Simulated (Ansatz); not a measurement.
Geometry relaxation of CH$_{5}$ClGe

System: CH$_{5}$ClGe.
Method: RHF/def2-SVP (Ansatz 0.2.0).

It belongs to a series of runs on one base structure; here: end point B relaxed. Figures and captions count atoms from 1; the log counts them from 0 in places.

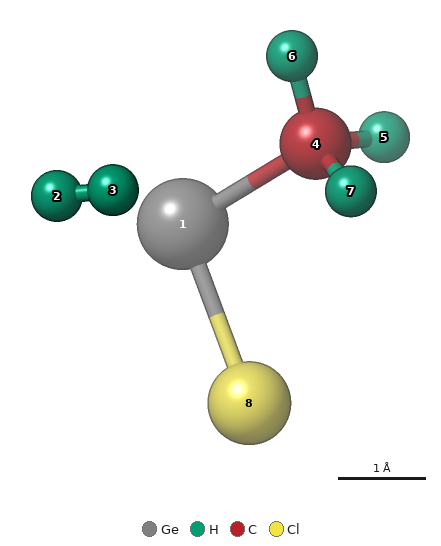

*The starting structure (ball-and-stick view, seen at a tilt; atoms are numbered from 1 in the order of the input). Sticks mark near contacts.*

Bond lengths as drawn: Cl–Ge 2.22 Å, C–Ge 1.99 Å, C–H 1.09 to 1.10 Å and H–H 0.71 Å.

**The input**
```yaml
crystal:
  periodic: [false, false, false]
  atoms:
    - { symbol: Ge, position_ang: [-1.042802, -0.254268, 0.464862] }
    - { symbol: H, position_ang: [1.606726, 0.028348, 1.159611] }
    - { symbol: H, position_ang: [1.61449, 0.458299, 0.591874] }
    - { symbol: C, position_ang: [-0.940177, 1.46654, -0.529897] }
    - { symbol: H, position_ang: [-1.94487, 1.670819, -0.918123] }
    - { symbol: H, position_ang: [-0.661512, 2.28946, 0.132199] }
    - { symbol: H, position_ang: [-0.260752, 1.426111, -1.383457] }
    - { symbol: Cl, position_ang: [-0.897404, -1.591609, -1.302468] }
basis:
  gaussian: { orbitals: def2-SVP }
hamiltonian:
  xc: hf
relax:
  f_tol: 0.03
  max_steps: 50
output:
  orbitals: {}
```

Launch command:
```bash
ansatz run input.yaml --threads 1 --pin off --max-ram 2048MiB --backend cpu --events-out ev --progress --plain --runs-dir out
```

**Output**
```
The last accepted step is kept in [file] (removed where the run ends without a failure and the disk answers)
Engine: ansatz 0.2.0, x86_64-unknown-linux-gnu
Functional definition: HF
  exchange = exact_x
  correlation = 0
938 factors; integrals over basis functions are off by at most 3.2e-4 eV
mean field evaluation 1: about -70072.6582 eV, gradient 2.5e1 eV
mean field evaluation 2: about -70072.6881 eV, gradient 2.5e1 eV
mean field evaluation 4: about -70074.6808 eV, gradient 2.4e0 eV
mean field evaluation 8: about -70074.7132 eV, gradient 4.5e-4 eV
mean field -70074.71322473 eV, -2575.1982126621 hartree, gradient 2.0e-5 eV, S^2 0.000000; 0 other end points of the search recorded, 0 dependent functions left out
the calculation of the forces begins
reference -70074.71322473 eV, -2575.1982126621 hartree; 30, 30 occupied and 59, 59 virtual orbitals, 938 factors
relax step   1: F+E_penalty+E_count = -70074.71322473 eV  Δ(F+E_penalty+E_count) = +0.000e0 eV  max|allowed force component| = 1.196e0 eV/Å  Δτ_max = 0.0000 Å  (36 SCF iters, accepted)
these checks for a lower state are left out or cut short: starts, cluster_reference, orbital_swaps, neighbouring_geometries, increment
938 factors; integrals over basis functions are off by at most 3.1e-4 eV
mean field evaluation 16: about -70074.7703 eV, gradient 1.9e-3 eV
mean field -70074.77029136 eV, -2575.2003098222 hartree, gradient 3.6e-5 eV, S^2 0.000000; 0 other end points of the search recorded, 0 dependent functions left out
the calculation of the forces begins
reference -70074.77029136 eV, -2575.2003098222 hartree; 30, 30 occupied and 59, 59 virtual orbitals, 938 factors
relax step   2: F+E_penalty+E_count = -70074.77029136 eV  Δ(F+E_penalty+E_count) = -5.707e-2 eV  max|allowed force component| = 2.002e-1 eV/Å  Δτ_max = 0.1947 Å  (35 SCF iters, accepted)
these checks for a lower state are left out or cut short: starts, cluster_reference, orbital_swaps, neighbouring_geometries, increment
938 factors; integrals over basis functions are off by at most 3.1e-4 eV
mean field -70074.78687036 eV, -2575.2009190892 hartree, gradient 3.0e-5 eV, S^2 0.000000; 0 other end points of the search recorded, 0 dependent functions left out
the calculation of the forces begins
reference -70074.78687036 eV, -2575.2009190892 hartree; 30, 30 occupied and 59, 59 virtual orbitals, 938 factors
relax step   3: F+E_penalty+E_count = -70074.78687036 eV  Δ(F+E_penalty+E_count) = -1.658e-2 eV  max|allowed force component| = 8.327e-2 eV/Å  Δτ_max = 0.1919 Å  (35 SCF iters, accepted)
these checks for a lower state are left out or cut short: starts, cluster_reference, orbital_swaps, neighbouring_geometries, increment
938 factors; integrals over basis functions are off by at most 3.0e-4 eV
mean field evaluation 32: about -70074.7933 eV, gradient 2.9e-5 eV
mean field -70074.79330444 eV, -2575.2011555372 hartree, gradient 2.9e-5 eV, S^2 0.000000; 0 other end points of the search recorded, 0 dependent functions left out
the calculation of the forces begins
reference -70074.79330444 eV, -2575.2011555372 hartree; 30, 30 occupied and 59, 59 virtual orbitals, 938 factors
relax step   4: F+E_penalty+E_count = -70074.79330444 eV  Δ(F+E_penalty+E_count) = -6.434e-3 eV  max|allowed force component| = 1.118e-1 eV/Å  Δτ_max = 0.1785 Å  (36 SCF iters, accepted)
these checks for a lower state are left out or cut short: starts, cluster_reference, orbital_swaps, neighbouring_geometries, increment
938 factors; integrals over basis functions are off by at most 2.9e-4 eV
mean field -70074.79603230 eV, -2575.2012557841 hartree, gradient 3.0e-5 eV, S^2 0.000000; 0 other end points of the search recorded, 0 dependent functions left out
the calculation of the forces begins
reference -70074.79603230 eV, -2575.2012557841 hartree; 30, 30 occupied and 59, 59 virtual orbitals, 938 factors
relax step   5: F+E_penalty+E_count = -70074.79603230 eV  Δ(F+E_penalty+E_count) = -2.728e-3 eV  max|allowed force component| = 1.216e-1 eV/Å  Δτ_max = 0.1019 Å  (33 SCF iters, accepted)
these checks for a lower state are left out or cut short: starts, cluster_reference, orbital_swaps, neighbouring_geometries, increment
938 factors; integrals over basis functions are off by at most 2.9e-4 eV
mean field -70074.79754232 eV, -2575.2013112765 hartree, gradient 3.0e-5 eV, S^2 0.000000; 0 other end points of the search recorded, 0 dependent functions left out
the calculation of the forces begins
reference -70074.79754232 eV, -2575.2013112765 hartree; 30, 30 occupied and 59, 59 virtual orbitals, 938 factors
relax step   6: F+E_penalty+E_count = -70074.79754232 eV  Δ(F+E_penalty+E_count) = -1.510e-3 eV  max|allowed force component| = 1.064e-1 eV/Å  Δτ_max = 0.0898 Å  (36 SCF iters, accepted)
these checks for a lower state are left out or cut short: starts, cluster_reference, orbital_swaps, neighbouring_geometries, increment
938 factors; integrals over basis functions are off by at most 2.9e-4 eV
mean field -70074.79823015 eV, -2575.2013365539 hartree, gradient 3.0e-5 eV, S^2 0.000000; 0 other end points of the search recorded, 0 dependent functions left out
the calculation of the forces begins
reference -70074.79823015 eV, -2575.2013365539 hartree; 30, 30 occupied and 59, 59 virtual orbitals, 938 factors
relax step   7: F+E_penalty+E_count = -70074.79823015 eV  Δ(F+E_penalty+E_count) = -6.878e-4 eV  max|allowed force component| = 1.281e-1 eV/Å  Δτ_max = 0.0794 Å  (36 SCF iters, accepted)
these checks for a lower state are left out or cut short: starts, cluster_reference, orbital_swaps, neighbouring_geometries, increment
938 factors; integrals over basis functions are off by at most 2.9e-4 eV
mean field -70074.79894405 eV, -2575.2013627890 hartree, gradient 3.0e-5 eV, S^2 0.000000; 0 other end points of the search recorded, 0 dependent functions left out
the calculation of the forces begins
reference -70074.79894405 eV, -2575.2013627890 hartree; 30, 30 occupied and 59, 59 virtual orbitals, 938 factors
relax step   8: F+E_penalty+E_count = -70074.79894405 eV  Δ(F+E_penalty+E_count) = -7.139e-4 eV  max|allowed force component| = 6.657e-2 eV/Å  Δτ_max = 0.0323 Å  (37 SCF iters, accepted)
these checks for a lower state are left out or cut short: starts, cluster_reference, orbital_swaps, neighbouring_geometries, increment
938 factors; integrals over basis functions are off by at most 2.9e-4 eV
mean field evaluation 64: about -70074.7992 eV, gradient 8.3e-4 eV
mean field -70074.79920288 eV, -2575.2013723009 hartree, gradient 1.4e-5 eV, S^2 0.000000; 0 other end points of the search recorded, 0 dependent functions left out
the calculation of the forces begins
reference -70074.79920288 eV, -2575.2013723009 hartree; 30, 30 occupied and 59, 59 virtual orbitals, 938 factors
relax step   9: F+E_penalty+E_count = -70074.79920288 eV  Δ(F+E_penalty+E_count) = -2.588e-4 eV  max|allowed force component| = 1.871e-2 eV/Å  Δτ_max = 0.0137 Å  (28 SCF iters, accepted)
```

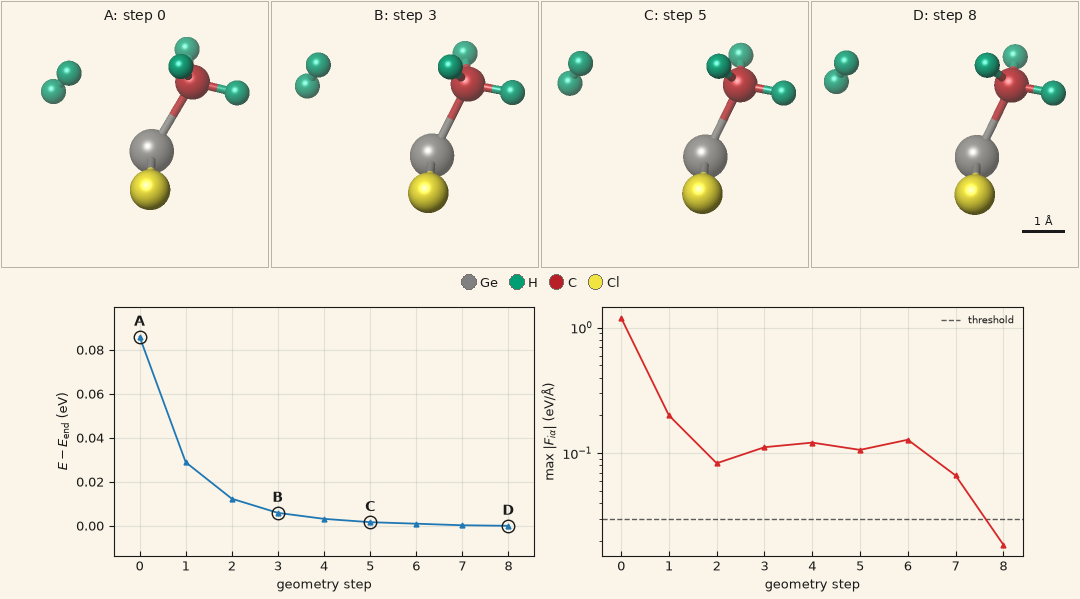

*Frames of the relaxation (ball-and-stick view, seen at a tilt) above the curves, on which the letters mark them (the first geometry is step 0 here and step 1 in the log).*

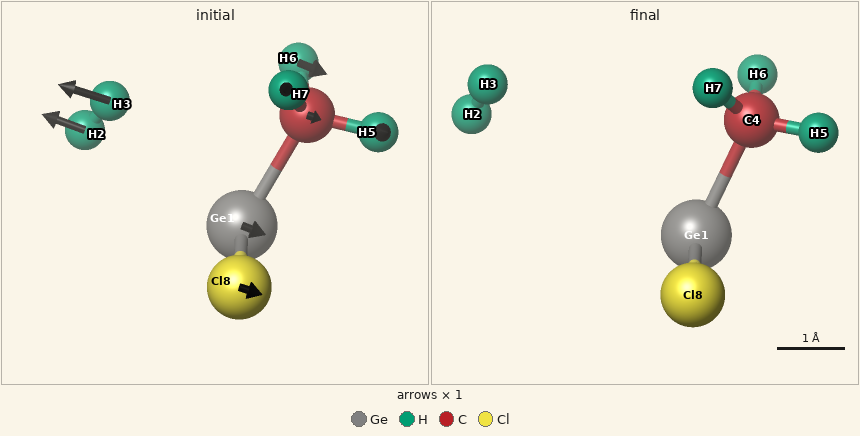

*Before (left) and after (right) the relaxation, at one scale (ball-and-stick view, seen at a tilt). The black arrows give the displacements, at true length.*

The largest move after the best rigid fit is that of H3, 0.82 Å. By element the largest moves are H 0.82 Å, Ge 0.39 Å, Cl 0.37 Å, C 0.23 Å. Distances before and after: H2–H3 0.712 → 0.748 Å. Among the angles that change: Ge1–C4–H7 113.0° → 110.6°, Ge1–C4–H5 106.9° → 109.3°. After 8 geometry steps the energy has fallen by 0.086 eV. The largest force component goes from 1.2 to 0.019 eV/Å. (Atoms are counted from 1 in the order of the input.)

```
938 factors; integrals over basis functions are off by at most 2.9e-4 eV
mean field -70074.79920288 eV, -2575.2013723009 hartree, gradient 1.4e-5 eV, S^2 0.000000; 1 other end points of the search recorded, 0 dependent functions left out
the calculation of the forces begins
reference -70074.79920288 eV, -2575.2013723009 hartree; 30, 30 occupied and 59, 59 virtual orbitals, 938 factors
Total energy: -70074.79920288 eV, -2575.2013723009 hartree
Atom 0 at    -1.424252    -0.222708     0.382765 Å, force     0.005574     0.000464    -0.005878 eV/Å
Atom 1 at     2.254675    -0.015764     1.400502 Å, force     0.003033     0.008401    -0.012391 eV/Å
Atom 2 at     2.411982     0.336074     0.759993 Å, force    -0.002174    -0.008447     0.013202 eV/Å
Atom 3 at    -1.162422     1.492510    -0.584975 Å, force    -0.016403     0.016066    -0.010930 eV/Å
Atom 4 at    -1.980759     1.632818    -1.299020 Å, force     0.018711    -0.004648     0.012377 eV/Å
Atom 5 at    -1.146204     2.339064     0.104800 Å, force     0.003923    -0.007697    -0.007287 eV/Å
Atom 6 at    -0.231754     1.472893    -1.158495 Å, force    -0.010545    -0.001449     0.010216 eV/Å
Atom 7 at    -1.247568    -1.541187    -1.390970 Å, force    -0.002117    -0.002691     0.000690 eV/Å
Dipole moment:     0.004330     0.453236     0.260290 e Å
```

**Trajectory as extended XYZ (Å, eV, eV/Å), 9 frames, from step=1 to step=9**
```
8
Properties=species:S:1:pos:R:3:forces:R:3 step=1 energy=-70074.71322
Ge   -1.0428   -0.2543    0.4649   -0.1975  -0.0282  -0.0180
H     1.6067    0.0283    1.1596    0.0475  -0.8966   1.1965
H     1.6145    0.4583    0.5919    0.1321   0.9175  -1.1952
C    -0.9402    1.4665   -0.5299    0.0184   0.0060  -0.0317
H    -1.9449    1.6708   -0.9181    0.0054  -0.0018   0.0042
H    -0.6615    2.2895    0.1322   -0.0105   0.0056  -0.0058
H    -0.2608    1.4261   -1.3835   -0.0161   0.0026   0.0444
Cl   -0.8974   -1.5916   -1.3025    0.0208  -0.0051   0.0055
8
Properties=species:S:1:pos:R:3:forces:R:3 step=2 energy=-70074.77029
Ge   -1.1522   -0.2621    0.4405   -0.0455   0.0252  -0.0734
H     1.6914    0.0234    1.2083    0.0905   0.1589  -0.1846
H     1.8060    0.4797    0.6196   -0.0058  -0.1583   0.2002
C    -0.9778    1.4644   -0.5386    0.0045  -0.0236  -0.0218
H    -1.9614    1.6877   -0.9696    0.0241   0.0088  -0.0015
H    -0.7131    2.2796    0.1392   -0.0253  -0.0172   0.0026
H    -0.2599    1.4184   -1.3605   -0.0387  -0.0196   0.0472
Cl   -0.9594   -1.5974   -1.3244   -0.0038   0.0259   0.0314
8
Properties=species:S:1:pos:R:3:forces:R:3 step=3 energy=-70074.78687
Ge   -1.2271   -0.2521    0.4135   -0.0196   0.0075  -0.0379
H     1.8683    0.0087    1.2811    0.0038  -0.0543   0.0833
H     1.9587    0.4446    0.6844    0.0338   0.0580  -0.0790
C    -1.0307    1.4722   -0.5605    0.0034  -0.0064  -0.0025
H    -1.9961    1.6961   -1.0309    0.0321  -0.0037   0.0002
H    -0.7928    2.2865    0.1284   -0.0155  -0.0140  -0.0136
H    -0.2801    1.4235   -1.3522   -0.0310  -0.0052   0.0330
Cl   -1.0266   -1.5858   -1.3492   -0.0069   0.0180   0.0165
8
Properties=species:S:1:pos:R:3:forces:R:3 step=4 energy=-70074.79330
Ge   -1.3010   -0.2448    0.3974    0.0006   0.0078  -0.0156
H     1.9811   -0.0013    1.3233    0.0322   0.0625  -0.0803
H     2.1315    0.4228    0.7235   -0.0167  -0.0618   0.0844
C    -1.0737    1.4763   -0.5715   -0.0322   0.0488  -0.0512
H    -2.0114    1.6896   -1.1044    0.1118  -0.0240   0.0427
H    -0.8852    2.2960    0.1279   -0.0090  -0.0397  -0.0530
H    -0.2734    1.4287   -1.3162   -0.0793   0.0074   0.0755
Cl   -1.0943   -1.5736   -1.3654   -0.0076  -0.0011  -0.0026
8
Properties=species:S:1:pos:R:3:forces:R:3 step=5 energy=-70074.79603
Ge   -1.3456   -0.2381    0.3883    0.0036   0.0009   0.0144
H     2.0762   -0.0080    1.3530    0.0146   0.0268  -0.0348
H     2.2284    0.3973    0.7427   -0.0070  -0.0264   0.0373
C    -1.1027    1.4817   -0.5768   -0.0517   0.0691  -0.0776
H    -2.0121    1.6756   -1.1638    0.1216  -0.0252   0.0579
H    -0.9636    2.3107    0.1237    0.0011  -0.0596  -0.0576
H    -0.2626    1.4399   -1.2772   -0.0776   0.0116   0.0713
Cl   -1.1443   -1.5655   -1.3753   -0.0046   0.0028  -0.0109
8
Properties=species:S:1:pos:R:3:forces:R:3 step=6 energy=-70074.79754
Ge   -1.3833   -0.2311    0.3862    0.0112  -0.0023  -0.0191
H     2.1619   -0.0156    1.3789    0.0006  -0.0020   0.0070
H     2.3118    0.3755    0.7604    0.0027   0.0022  -0.0056
C    -1.1297    1.4842   -0.5826   -0.0503   0.0893  -0.0553
H    -2.0095    1.6600   -1.2172    0.1064  -0.0239   0.0674
H    -1.0332    2.3207    0.1156    0.0035  -0.0442  -0.0567
H    -0.2557    1.4480   -1.2406   -0.0675   0.0015   0.0642
Cl   -1.1887   -1.5482   -1.3860   -0.0066  -0.0206  -0.0020
8
Properties=species:S:1:pos:R:3:forces:R:3 step=7 energy=-70074.79823
Ge   -1.4149   -0.2273    0.3750    0.0010  -0.0088   0.0378
H     2.2371   -0.0174    1.4015   -0.0043  -0.0087   0.0174
H     2.3871    0.3525    0.7705    0.0054   0.0088  -0.0167
C    -1.1537    1.4921   -0.5848   -0.0352   0.0456  -0.1281
H    -2.0002    1.6483   -1.2675    0.1079  -0.0108   0.0779
H    -1.1020    2.3356    0.1097    0.0017  -0.0680  -0.0413
H    -0.2455    1.4630   -1.1965   -0.0759   0.0145   0.0571
Cl   -1.2342   -1.5530   -1.3934   -0.0005   0.0273  -0.0040
8
Properties=species:S:1:pos:R:3:forces:R:3 step=8 energy=-70074.79894
Ge   -1.4226   -0.2235    0.3819    0.0083  -0.0018  -0.0090
H     2.2526   -0.0196    1.4007    0.0012   0.0048  -0.0056
H     2.4050    0.3433    0.7654   -0.0004  -0.0048   0.0064
C    -1.1598    1.4916   -0.5855   -0.0323   0.0456  -0.0544
H    -1.9877    1.6361   -1.2906    0.0666  -0.0111   0.0515
H    -1.1341    2.3376    0.1060    0.0072  -0.0303  -0.0300
H    -0.2355    1.4699   -1.1713   -0.0480   0.0005   0.0387
Cl   -1.2444   -1.5418   -1.3919   -0.0026  -0.0029   0.0025
8
Properties=species:S:1:pos:R:3:forces:R:3 step=9 energy=-70074.79920
Ge   -1.4243   -0.2227    0.3828    0.0056   0.0005  -0.0059
H     2.2547   -0.0158    1.4005    0.0030   0.0084  -0.0124
H     2.4120    0.3361    0.7600   -0.0022  -0.0084   0.0132
C    -1.1624    1.4925   -0.5850   -0.0164   0.0161  -0.0109
H    -1.9808    1.6328   -1.2990    0.0187  -0.0046   0.0124
H    -1.1462    2.3391    0.1048    0.0039  -0.0077  -0.0073
H    -0.2318    1.4729   -1.1585   -0.0105  -0.0014   0.0102
Cl   -1.2476   -1.5412   -1.3910   -0.0021  -0.0027   0.0007
```

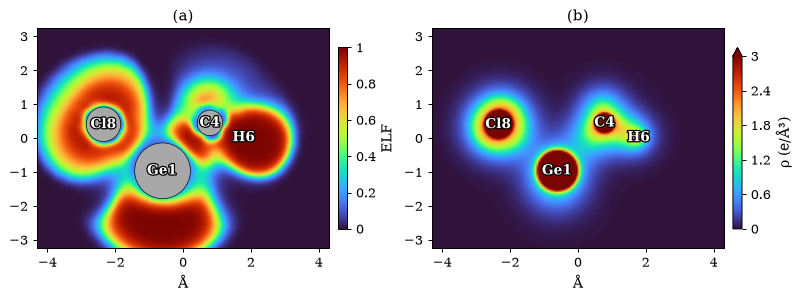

*(a) ELF; (b) total electron density on the plane of atoms C4, Ge1 and Cl8. Grey discs, where drawn, cover atomic cores.*

The section cuts through Ge, C, H and Cl sites. C–Ge (1.99 Å): ρ is about 0.87 e/Å³ halfway; the ELF peaks at about 0.95 in the valence shell of C, 0.7 Å from its nucleus, and is about 0.75 at the midpoint.

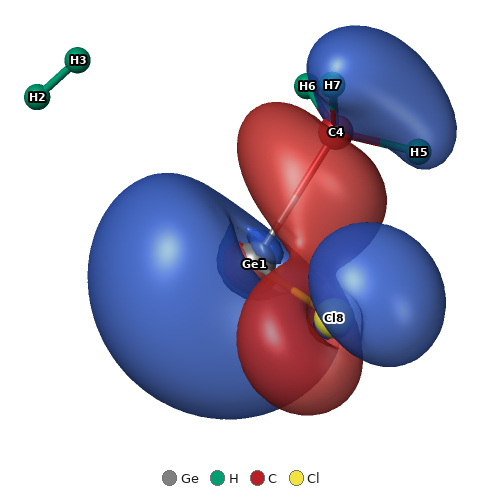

*One frontier orbital at ±0.08 Å⁻³ᐟ² (red and blue are the two phases), seen at a tilt.*

The HOMO, at −9.19 eV. Its weight (Hirshfeld) is mainly on Ge1 (60 %), C4 (15 %) and Cl8 (15 %).

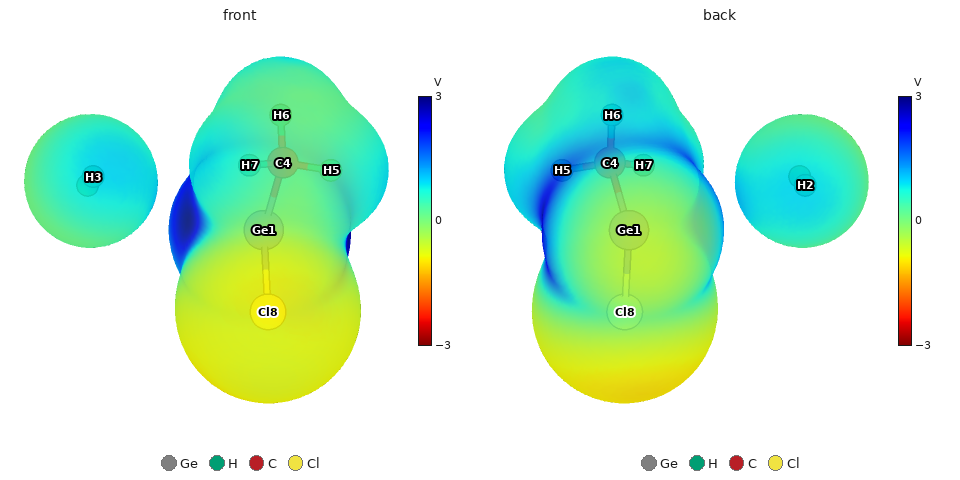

*The electrostatic potential painted on the density surface at 0.002 e/bohr³, seen at a tilt and from behind; red is negative and blue positive.*

**Results in brief**

- outcome: converged
- total energy: −70074.7992 eV
- mean-field energy: −70074.7992 eV
- largest force (length of the vector) at the end: 0.025 eV/Å
- hardware: 1 thread of Intel Xeon (Sapphire Rapids), 32 GiB of memory available, shared host
- wall time: 15 s
- peak memory: 0.19 GiB
